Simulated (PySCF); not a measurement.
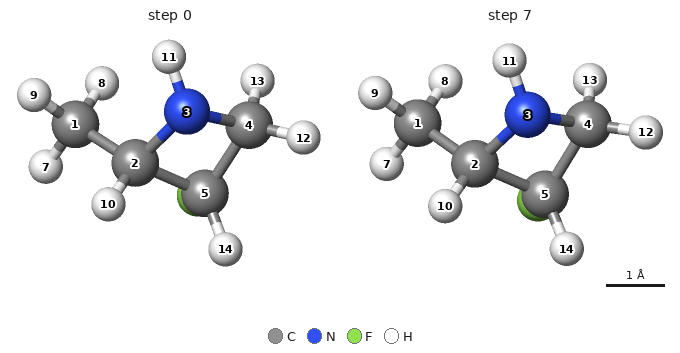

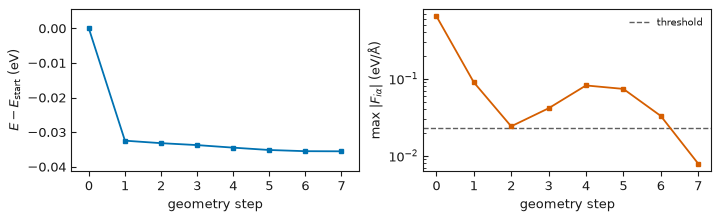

First and last geometry of a relaxation of C4H8FN, with the history of the run. The picture is a ball-and-stick view, seen at a tilt.

The start comes from GFN2-xTB.

Method: PySCF, PBE0-D3(BJ)/def2-SVP geometry optimisation, gas phase. 

**Read the history and describe the run.**

It converged. The largest moves after the best rigid fit, 0.15 Å, are those of H atoms. Largest moves by element: H 0.15 Å, F 0.09 Å, N 0.06 Å, C 0.04 Å. Among the contacts that change: C–H 1.088 → 1.102 Å, C–F 1.370 → 1.364 Å, C–C 1.520 → 1.516 Å. Bond angles that change, for instance: N–C–H 113.0° → 115.5°, C–C–H 111.8° → 109.7°. Over 7 geometry steps the energy falls by 0.036 eV. Largest force component: 0.65 eV/Å at the start, 0.0079 eV/Å at the end.
